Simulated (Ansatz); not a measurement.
**SOF2 (thionyl fluoride): revPBE/aug-cc-pVDZ**

Aim: the electronic atomisation energy of SOF2 (thionyl fluoride) at revPBE/aug-cc-pVDZ, from 4 runs. 

Program for the calculation: Ansatz 0.2.0.

52 further runs of the same task are left out: 52 set aside as unsound or not needed.

## Step 1: Starting point

SOF2: 4 atoms, total charge 0, spin state singlet. As SMILES, `O=S(F)F`. Geometry: relaxed at PBE0-D4/def2-TZVP.

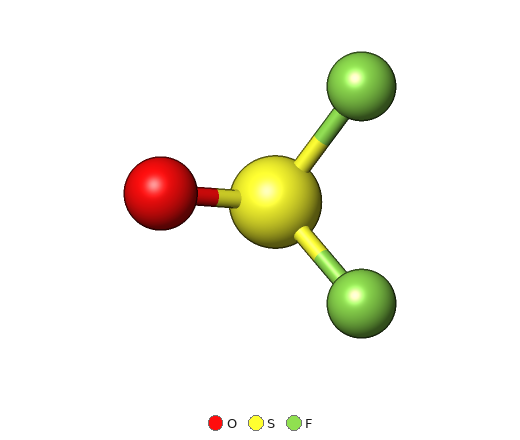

Viewed from a chosen angle; oxygen red, sulfur yellow, fluorine green.

## Step 2: A single-point energy at revPBE/aug-cc-pVDZ

File input.yaml:

```yaml
crystal:
  periodic: [false, false, false]
  atoms:
    - {symbol: O, position_ang: [0.932400, 0.066600, -1.017800]}
    - {symbol: S, position_ang: [-0.151300, -0.426200, -0.245700]}
    - {symbol: F, position_ang: [-1.124400, 0.804200, 0.000400]}
    - {symbol: F, position_ang: [0.343300, -0.444600, 1.263100]}
basis:
  gaussian:
    orbitals: aug-cc-pVDZ
hamiltonian:
  xc: {name: revPBE}
accuracy: high
output: {orbitals: {seedname: orbitals}}
```

The run is started by

```sh
$ ansatz run input.yaml --threads 1 --pin off --max-ram 3480MiB --events-out events.jsonl --progress --plain --runs-dir runs
```

Standard output:

```text
Warning: RAYON_NUM_THREADS=1 ignored (pool sized by the plan → 1); use --threads N
Functional definition: revPBE
  name "revPBE"
  parameter kappa = 1.245
  parameter beta = 0.06672455060314922
  exchange = pbe_x(kappa = kappa, mu = beta*pi^2/3)
  correlation = pbe_c(beta = beta)
1941 factors; integrals over basis functions are off by at most 3.2e-9 eV
mean field evaluation 1: about -18303.2706 eV, gradient 7.0e1 eV
mean field evaluation 2: about -18224.9937 eV, gradient 1.9e2 eV
mean field evaluation 4: about -18311.3009 eV, gradient 1.6e1 eV
mean field evaluation 8: about -18311.7231 eV, gradient 7.5e-1 eV
mean field evaluation 16: about -18311.7243 eV, gradient 1.8e-5 eV
mean field -18311.72432623 eV, -672.9434568562 hartree, gradient 2.6e-8 eV, S^2 0.000000; 0 other end points of the search recorded, 0 dependent functions left out
reference -18311.72433056 eV, -672.9434570155 hartree; 21, 21 occupied and 75, 75 virtual orbitals, 1941 factors
Total energy: -18311.72433056 eV, -672.9434570155 hartree
```

It took 4.8 s on 1 thread of Intel Xeon Platinum 8488C (Sapphire Rapids), shared host; peak memory 0.25 GiB.

## Step 3: The F atom

File job.yaml:

```yaml
crystal:
  periodic: [false, false, false]
  atoms:
    - symbol: F
      position_ang: [0.000000, 0.000000, 0.000000]
basis:
  gaussian: {orbitals: aug-cc-pVDZ}
magnetization: {spin_polarized: true, initial_magnetization: 1}
accuracy: high
hamiltonian: {xc: {name: revPBE}}
```

Run the same way, it converges to -99.70538 Eh (log not shown).

## Step 4: The O atom

File run.yaml:

```yaml
crystal:
  periodic: [false, false, false]
  atoms:
    - {symbol: O, position_ang: [0.000000, 0.000000, 0.000000]}
basis:
  gaussian:
    orbitals: aug-cc-pVDZ
magnetization:
  spin_polarized: true
  initial_magnetization: 2
hamiltonian:
  xc: {name: revPBE}
accuracy: high
```

Run the same way, it converges to -75.05303 Eh (log not shown).

## Step 5: The S atom, same level

Changes to run.yaml since step 4:

```diff
@@ -3,3 +3,4 @@
   atoms:
-    - {symbol: O, position_ang: [0.000000, 0.000000, 0.000000]}
+    - symbol: S
+      position_ang: [0.000000, 0.000000, 0.000000]
 basis:
```

Run the same way, it converges to -398.03675 Eh (log not shown).

## Step 6: Outcome

Level: revPBE/aug-cc-pVDZ.

```
                     quantity          value
       molecule: total energy  -672.94346 Eh
        molecule: HOMO energy       -8.11 eV
        molecule: LUMO energy       -2.23 eV
      molecule: HOMO–LUMO gap        5.88 eV
         F atom: total energy   -99.70538 Eh
                 F atom: ⟨S²⟩          0.751
         O atom: total energy   -75.05303 Eh
                 O atom: ⟨S²⟩          2.003
         S atom: total energy  -398.03675 Eh
                 S atom: ⟨S²⟩          2.003
electronic atomisation energy      12.052 eV
```

Taking the molecule apart into free atoms costs 12.05 eV (278 kcal/mol), before zero-point energy and without spin-orbit coupling.
